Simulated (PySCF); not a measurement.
Vertical excitations of a molecule C2H5FN2Si from TDDFT-PBE/def2-SVPD (PySCF), as energy in eV (oscillator strength): 3.73 (0.001), 4.09 (0.001), 5.28 (0.006), 5.30 (0.003), 5.66 (0.000), 5.83 (0.016), 6.24 (0.014), 6.45 (0.037), 6.48 (0.006), 6.65 (0.023). Lowest triplet (TDA): 3.05 eV. Geometry optimised at PBE0-D3(BJ)/def2-SVP. One conformer was computed; it need not be the lowest.

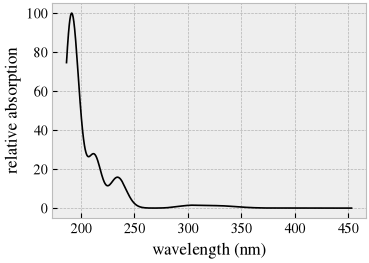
*The lines broadened by 0.4 eV.*

**Question.** Pick the molecule that these values belong to.
(A) N#C[C@H](F)[SiH2]N
(B) N[Si@@H]1C=N[C@@H]1F
(C) N[Si@]1(F)C=NC1
(D) C#C[Si](N)(N)F

**Answer.** B, N[Si@@H]1C=N[C@@H]1F
